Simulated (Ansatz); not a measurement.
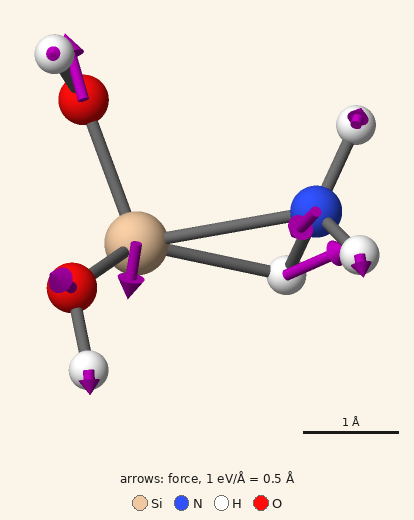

Starting geometry of SiNH$_{5}$O$_{2}$ with the computed forces as purple arrows. Style: ball-and-stick. Shown at a tilt.

The reaction that was planned forms N2–H3 and breaks Si1–N2, Si1–H3 (atoms numbered from 1 in input order).

Theory: RKS PBE0-D4/def2-SVP (Ansatz 0.2.0). (held fixed: the distance between atoms 2 (N) and 3 (H), the distance between atoms 1 (Si) and 2 (N), the distance between atoms 1 (Si) and 3 (H), counting from 1; force threshold 0.04 eV/Å; at most 150 steps)

What follows when this structure is relaxed?

It isn't relaxed: the largest force vector, on an H atom, is 1.91 eV/Å. The final displacements have little in common with the starting forces (cosine between the two patterns 0.08). Over 9 accepted moves (11 points after the start) the energy falls by 0.176 eV. The largest force component goes from 1.4 to 0.012 eV/Å. The line search rejected the trial steps at points 3, 10 of the run. The largest move after the best rigid fit is that of an H atom, 0.46 Å. Largest moves by element: H 0.46 Å, O 0.28 Å, N 0.11 Å, Si 0.08 Å. Some distances before and after: O–Si 1.621 → 1.677 Å, O–Si 1.651 → 1.692 Å, H–O 0.951 → 0.962 Å, H–N 1.015 → 1.020 Å. Bond angles that change, for instance: H–N–H 120.2° → 111.5°, Si–O–H 120.1° → 112.7°, H–Si–O 124.9° → 117.8°. Groups turn about O–Si by about 60°.
